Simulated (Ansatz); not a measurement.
**BH₃O (singlet): RPA-PBE over vertical spin and charge gaps and displaced geometries, cc-pVDZ**

How well do these functionals follow the top wave-function level for BH₃O (singlet) over vertical spin and charge gaps and displaced geometries?

Program: Ansatz 0.2.0, Gaussian basis. Level of theory: cc-pVDZ, all electrons in the functionals, frozen cores in the correlation of double hybrids and RPA. These are calculated values, not measurements.

To be run: RPA-PBE, at charge 0, singlet; charge 0, triplet; charge 1, doublet; displaced geometry v1; displaced geometry v2.

21 further runs of the same task are left out: 1 for a known fault of the program, 6 that didn't finish, 14 set aside as unsound or not needed.

## (1) The system

The geometry is a PBE0/def2-TZVP stationary point (not a proven minimum).

5 atoms, charge 0, spin multiplicity 1.

Atoms are counted from 1 here; the program's logs count them from 0.

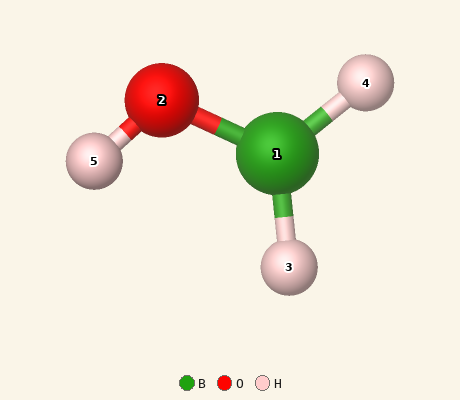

The geometry (boron green, oxygen red, hydrogen pink); atoms are numbered from 1 in the order of the file.

No dispersion term is added.

The geometry shown and the zero of energy belong to the point charge 0, singlet. The yardstick, RCCSDT(Q), and other wave-function levels (R restricted, U unrestricted, valence and pair active spaces) come from earlier runs.

## (2) RPA-PBE, charge 0, singlet

in.yaml reads:

```yaml
crystal:
  periodic: [false, false, false]
  atoms:
    - {symbol: B, position_ang: [0.000000, 0.059110, 0.740549]}
    - {symbol: O, position_ang: [0.000000, -0.099827, -0.597826]}
    - {symbol: H, position_ang: [0.000000, 1.158248, 1.226704]}
    - {symbol: H, position_ang: [0.000000, -0.937399, 1.402080]}
    - {symbol: H, position_ang: [0.000000, 0.729726, -1.082284]}
basis:
  gaussian: {orbitals: cc-pVDZ}
hamiltonian: {xc: {name: PBE}}
correlation: {method: rpa, electrons: outside_noble_gas}
```

The run is started by

```
$ ansatz run in.yaml --threads 1 --pin off --events-out ev --progress --plain --max-ram 2393MiB
```

The program printed:

```text
Functional definition: PBE
  name "PBE"
  cite "Perdew, Burke & Ernzerhof, Phys. Rev. Lett. 77, 3865 (1996) doi:10.1103/PhysRevLett.77.3865"
  parent pbe
  parameter kappa = 0.804
  parameter beta = 0.06672455060314922
  exchange = pbe_x(kappa = kappa, mu = beta*pi^2/3)
  correlation = pbe_c(beta = beta)
388 factors; integrals over basis functions are off by at most 1.4e-3 eV
mean field evaluation 1: about -2765.5814 eV, gradient 4.5e1 eV
mean field evaluation 2: about -2765.5789 eV, gradient 4.5e1 eV
mean field evaluation 4: about -2769.0010 eV, gradient 1.3e1 eV
mean field evaluation 8: about -2769.4474 eV, gradient 5.1e-1 eV
mean field evaluation 16: about -2769.4482 eV, gradient 2.1e-6 eV
mean field -2769.44815486 eV, -101.7753424916 hartree, gradient 2.1e-6 eV, S^2 0.000000; 0 other end points of the search recorded, 0 dependent functions left out
2 core orbitals not correlated: weight in the atoms' cores, before any rotation towards them, 1.000 or more for the frozen orbitals, at most 0.000 for the correlated occupied ones
reference -2756.96263493 eV, -101.3165080973 hartree; 6, 6 occupied and 35, 35 virtual orbitals, 388 factors
Total energy: -2769.45043863 eV, -101.7754264188 hartree
```

Run time: 0.81 s. Hardware: 1 thread of Arm Neoverse V1, shared host.

## (3) RPA-PBE, charge 0, triplet

in.yaml, as its differences from that of step 2:

```diff
@@ -10,2 +10,3 @@
   gaussian: {orbitals: cc-pVDZ}
+magnetization: {spin_polarized: true, initial_magnetization: 2}
 hamiltonian: {xc: {name: PBE}}
```

Same command.

The program printed, cut to the lines that bear on the results:

```text
Functional definition: PBE
  name "PBE"
  cite "Perdew, Burke & Ernzerhof, Phys. Rev. Lett. 77, 3865 (1996) doi:10.1103/PhysRevLett.77.3865"
  parent pbe
[...]
388 factors; integrals over basis functions are off by at most 1.4e-3 eV
[...]
mean field -2763.81240600 eV, -101.5682325413 hartree, gradient 1.7e-6 eV, S^2 2.002100; 5 other end points of the search recorded, 0 dependent functions left out
2 core orbitals not correlated: weight in the atoms' cores, before any rotation towards them, 1.000 or more for the frozen orbitals, at most 0.000 for the correlated occupied ones
reference -2750.33027985 eV, -101.0727735437 hartree; 7, 5 occupied and 34, 36 virtual orbitals, 388 factors
Total energy: -2763.24191285 eV, -101.5472673044 hartree
```

It took 3 s on 1 thread of Arm Neoverse V1, shared host.

From the report: ⟨S²⟩ of the determinant 2.002 (pure triplet: 2.00).

From charge 0, singlet: +6.209 eV.

## (4) RPA-PBE, charge 1, doublet

in.yaml, as its differences from that of step 3:

```diff
@@ -10,3 +10,4 @@
   gaussian: {orbitals: cc-pVDZ}
-magnetization: {spin_polarized: true, initial_magnetization: 2}
+total_charge: 1
+magnetization: {spin_polarized: true, initial_magnetization: 1}
 hamiltonian: {xc: {name: PBE}}
```

The command is unchanged.

The program printed, cut to the lines that bear on the results:

```text
Functional definition: PBE
  name "PBE"
  cite "Perdew, Burke & Ernzerhof, Phys. Rev. Lett. 77, 3865 (1996) doi:10.1103/PhysRevLett.77.3865"
  parent pbe
[...]
388 factors; integrals over basis functions are off by at most 1.4e-3 eV
[...]
mean field -2758.13143786 eV, -101.3594608128 hartree, gradient 4.3e-6 eV, S^2 0.753070; 3 other end points of the search recorded, 0 dependent functions left out
2 core orbitals not correlated: weight in the atoms' cores, before any rotation towards them, 1.000 or more for the frozen orbitals, at most 0.000 for the correlated occupied ones
reference -2745.26691333 eV, -100.8866982561 hartree; 6, 5 occupied and 35, 36 virtual orbitals, 388 factors
Total energy: -2757.78164521 eV, -101.3466061701 hartree
```

Run time: 2.3 s. Hardware: 1 thread of Arm Neoverse V1, shared host.

From the report: ⟨S²⟩ of the determinant 0.753 (pure doublet: 0.75).

From charge 0, singlet: +11.669 eV.

## (5) RPA-PBE, displaced geometry v1

in.yaml reads:

```yaml
crystal:
  periodic: [false, false, false]
  atoms:
    - {symbol: B, position_ang: [0.004046, 0.067090, 0.751706]}
    - {symbol: O, position_ang: [0.003213, -0.107990, -0.597823]}
    - {symbol: H, position_ang: [0.051177, 1.209395, 1.184094]}
    - {symbol: H, position_ang: [-0.051600, -0.949066, 1.389273]}
    - {symbol: H, position_ang: [-0.093984, 0.734238, -1.146581]}
basis:
  gaussian: {orbitals: cc-pVDZ}
hamiltonian: {xc: {name: PBE}}
correlation: {method: rpa, electrons: outside_noble_gas}
```

The command is unchanged.

The program printed, cut to the lines that bear on the results:

```text
Functional definition: PBE
  name "PBE"
  cite "Perdew, Burke & Ernzerhof, Phys. Rev. Lett. 77, 3865 (1996) doi:10.1103/PhysRevLett.77.3865"
  parent pbe
[...]
388 factors; integrals over basis functions are off by at most 1.1e-3 eV
[...]
mean field -2769.40682100 eV, -101.7738235006 hartree, gradient 4.9e-6 eV, S^2 0.000000; 0 other end points of the search recorded, 0 dependent functions left out
2 core orbitals not correlated: weight in the atoms' cores, before any rotation towards them, 1.000 or more for the frozen orbitals, at most 0.000 for the correlated occupied ones
reference -2756.79850146 eV, -101.3104763035 hartree; 6, 6 occupied and 35, 35 virtual orbitals, 388 factors
Total energy: -2769.39953000 eV, -101.7735555609 hartree
```

Run time: 0.81 s. Hardware: 1 thread of Arm Neoverse V1, shared host.

From charge 0, singlet: +0.051 eV.

## (6) RPA-PBE, displaced geometry v2

in.yaml reads:

```yaml
crystal:
  periodic: [false, false, false]
  atoms:
    - {symbol: B, position_ang: [0.095229, 0.061438, 0.736231]}
    - {symbol: O, position_ang: [-0.069645, -0.089125, -0.590550]}
    - {symbol: H, position_ang: [0.006976, 1.136526, 1.225799]}
    - {symbol: H, position_ang: [0.090084, -1.014390, 1.419389]}
    - {symbol: H, position_ang: [-0.012975, 0.633601, -1.167858]}
basis:
  gaussian: {orbitals: cc-pVDZ}
hamiltonian: {xc: {name: PBE}}
correlation: {method: rpa, electrons: outside_noble_gas}
```

Same command.

The program printed:

```text
Functional definition: PBE
  name "PBE"
  cite "Perdew, Burke & Ernzerhof, Phys. Rev. Lett. 77, 3865 (1996) doi:10.1103/PhysRevLett.77.3865"
  parent pbe
  parameter kappa = 0.804
  parameter beta = 0.06672455060314922
  exchange = pbe_x(kappa = kappa, mu = beta*pi^2/3)
  correlation = pbe_c(beta = beta)
388 factors; integrals over basis functions are off by at most 1.1e-3 eV
mean field evaluation 1: about -2765.2223 eV, gradient 4.7e1 eV
mean field evaluation 2: about -2765.2195 eV, gradient 4.7e1 eV
mean field evaluation 4: about -2768.8026 eV, gradient 1.3e1 eV
mean field evaluation 8: about -2769.2571 eV, gradient 8.1e-2 eV
mean field -2769.25715839 eV, -101.7683235008 hartree, gradient 5.9e-6 eV, S^2 0.000000; 0 other end points of the search recorded, 0 dependent functions left out
2 core orbitals not correlated: weight in the atoms' cores, before any rotation towards them, 1.000 or more for the frozen orbitals, at most 0.000 for the correlated occupied ones
reference -2756.79991820 eV, -101.3105283679 hartree; 6, 6 occupied and 35, 35 virtual orbitals, 388 factors
Total energy: -2769.24040472 eV, -101.7677078148 hartree
```

Wall time 0.75 s (1 thread of Arm Neoverse V1, shared host).

From charge 0, singlet: +0.210 eV.

## (7) Against the wave-function levels

The yardstick is RCCSDT(Q), where the cluster series has nearly closed. It comes from earlier runs at the same points. Energies in eV, counted from charge 0, singlet; blanks weren't run or aren't comparable.

```csv
level,singlet to triplet,ionisation to the doublet cation,displacement v1,displacement v2
RCCSDT(Q),6.508,11.794,0.074,0.204
RPA-PBE,6.209,11.669,0.051,0.210
```

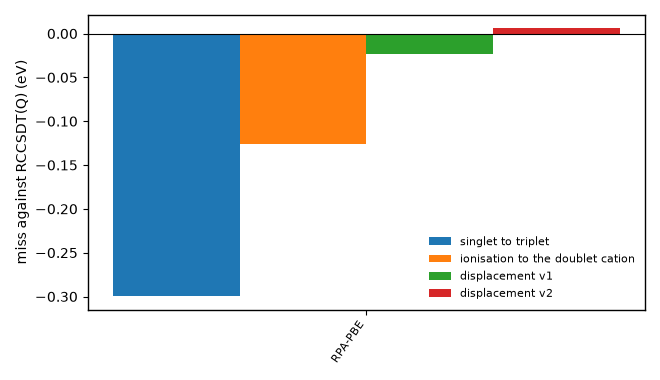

Misses of the gaps against RCCSDT(Q).

Largest miss and mean time a point (RCCSDT(Q) took 26 s a point; shared hosts):

```csv
level,largest miss (eV),where,time a point
RPA-PBE,-0.300,singlet to triplet,1.5 s
```

## (8) Results

| quantity | value |
| --- | --- |
| singlet to triplet, RCCSDT(Q) | 6.508 eV |
| ionisation to the doublet cation, RCCSDT(Q) | 11.794 eV |
| displacement v1, RCCSDT(Q) | 0.074 eV |
| displacement v2, RCCSDT(Q) | 0.204 eV |
| largest miss, RPA-PBE | -0.300 eV (singlet to triplet) |

**Reading.** RPA-PBE strays by up to 0.300 eV, at singlet to triplet. Functionals and the yardstick converge differently with the basis, so part of each miss in cc-pVDZ is the basis.
